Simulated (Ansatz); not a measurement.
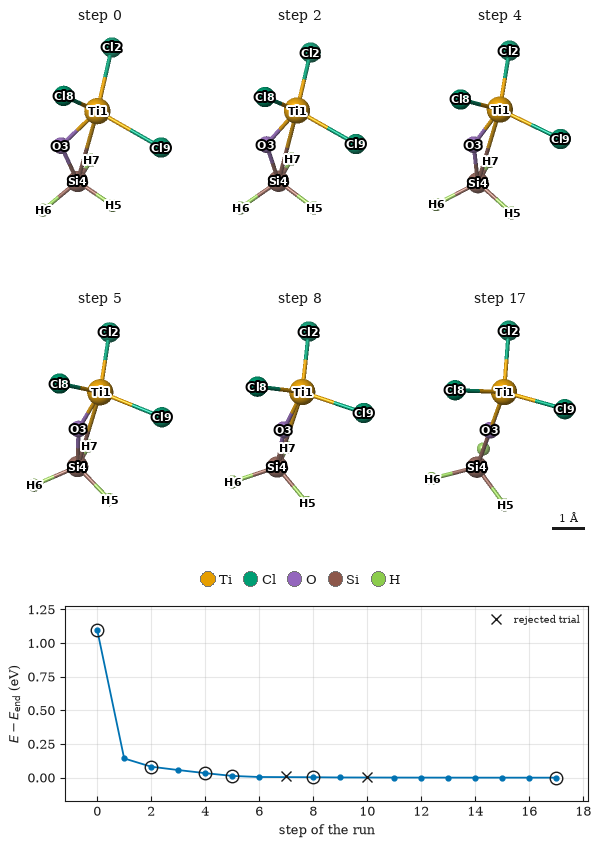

Frames of a relaxation of TiSiH3OCl3, marked on the history of the run. A ball-and-stick model, seen from a free direction.

The run prepares the start of a later molecular dynamics calculation, from a guessed geometry.

Theory: RKS PBE/def2-SVP (Ansatz). Settings: no spin polarisation; force threshold 0.02 eV/Å; at most 40 steps.

What happens along the run?

The energy falls by 1.099 eV in 15 accepted moves (17 points after the start). Largest force component: 3.4 eV/Å at the start, 0.01 eV/Å at the end. The line search rejected the trial steps at points 7, 10 of the run. The atom that moves furthest after the best rigid fit is O3 (0.93 Å). By element the largest moves are O 0.93 Å, Cl 0.87 Å, H 0.74 Å, Ti 0.23 Å, Si 0.12 Å. Near-neighbour distances that change, for instance: Ti1–Si4 3.195 → 3.452 Å, Ti1–Cl2 2.370 → 2.193 Å, Ti1–O3 1.920 → 1.752 Å, Si4–H5 1.460 → 1.500 Å. Among the angles between lasting bonds that change: Ti1–O3–Si4 125.0° → 179.7°. Cost: 41 s on 4 threads of Arm Neoverse V2 (shared host), peak memory 0.23 GiB. From step 0 to 2: Cl9 moves most (0.20 Å), energy −1.018 eV. From step 2 to 4: Cl9 moves most (0.28 Å), energy −0.048 eV. From step 4 to 5: Cl9 moves most (0.20 Å), energy −0.021 eV. From step 5 to 8: Cl9 moves most (0.20 Å), energy −0.010 eV. From step 8 to 17: O3 moves most (0.22 Å), energy −0.003 eV.

```csv
step,"E − E(0), eV","largest force component, eV/Å",note
0,0.0000,3.4420,
1,-0.9563,1.3558,
2,-1.0177,0.3549,
3,-1.0425,0.2996,
4,-1.0655,0.3897,
5,-1.0862,0.3030,
6,-1.0942,0.0840,
7,-1.0904,0.2126,rejected
8,-1.0961,0.0767,
9,-1.0977,0.0695,
10,-1.0972,0.0891,rejected
11,-1.0984,0.0332,
12,-1.0987,0.0448,
13,-1.0989,0.0338,
14,-1.0991,0.0261,
15,-1.0991,0.0245,
16,-1.0992,0.0207,
17,-1.0992,0.0100,
```
